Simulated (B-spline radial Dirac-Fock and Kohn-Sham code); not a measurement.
Neutral rhenium. Computed with a radial B-spline solver: a Dirac–Hartree–Slater potential; 1 + βP₂(cos θ) + (δ + γ cos²θ) sin θ cos φ with E1 and E1–E2 terms. Open shells are averaged over j.

Before looking at the plot, say what to expect. Its caption: Angular distribution of photoelectrons from M4 (3d3/2) in the plane of the polarisation E (up) and the photon direction k (right), relative to an isotropic one.

At 9.93 keV, β = 1.191, γ = 1.445 and δ = 0.178. At 9.93 keV the emission 45° forward of E is 2.9 times that 45° backward, and the lobe peaks 19° from E towards k.

The result:

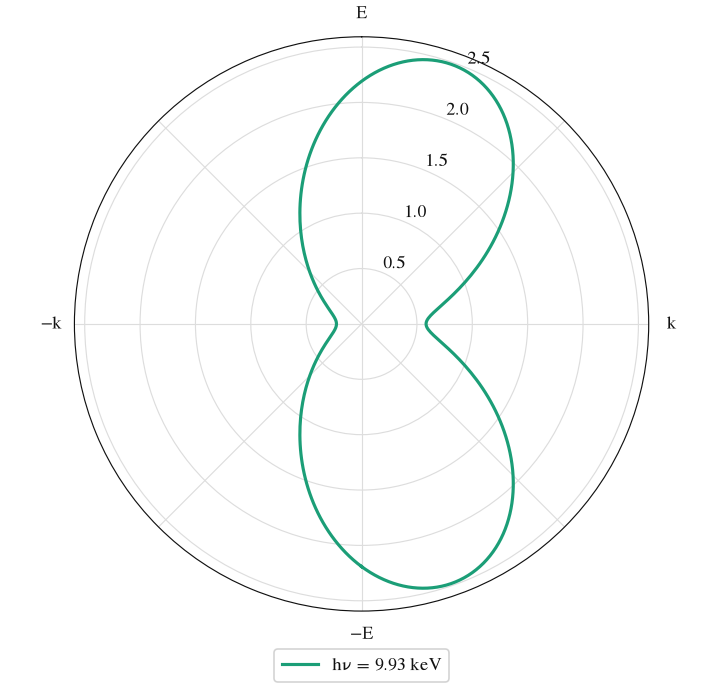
